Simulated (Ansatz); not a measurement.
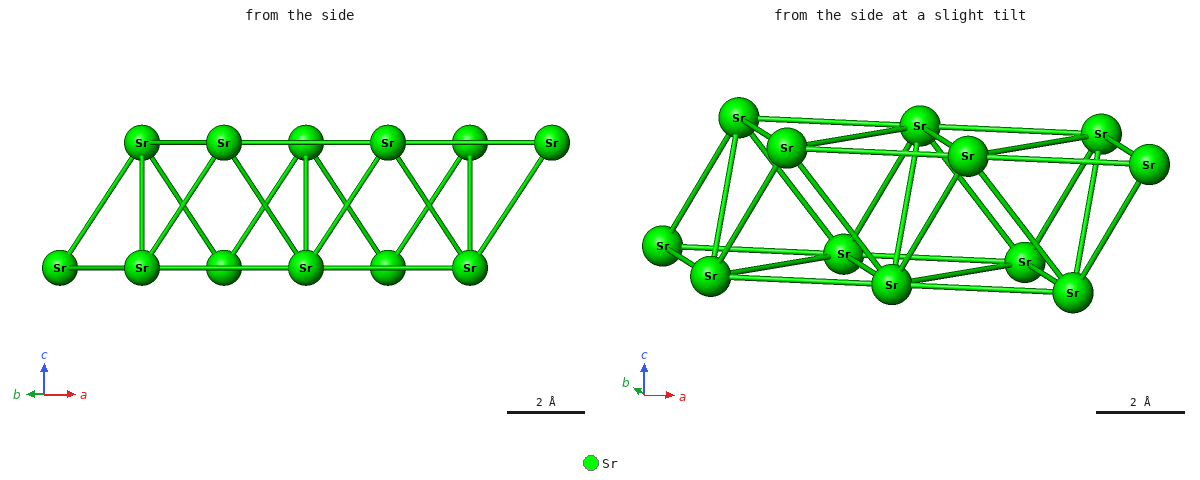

A ball-and-stick picture of a periodic sheet, seen from the side and from the side at a slight tilt. The surface normal points up in side views; the vacuum is left out. 3×2 cells are drawn in the plane, with atoms at the edges repeated.

The cell holds 2 Sr.

How far does the slab extend along the normal?

About 3.3 Å from the lowest to the highest atom.

Count the planes and say what each contains, starting at the top.

Two planes: Sr / Sr.

What does the bonding look like?

Sr is linked to nine Sr at about 4.1 to 4.3 Å. The bonds build Sr layers parallel to the surface.

The cell started as a structure type filled with this element by a generator (whether the element takes this form wasn't checked). It is drawn as it came out of a relaxation with DFT PBE, scalar-relativistic, plane waves, PAW in Ansatz.
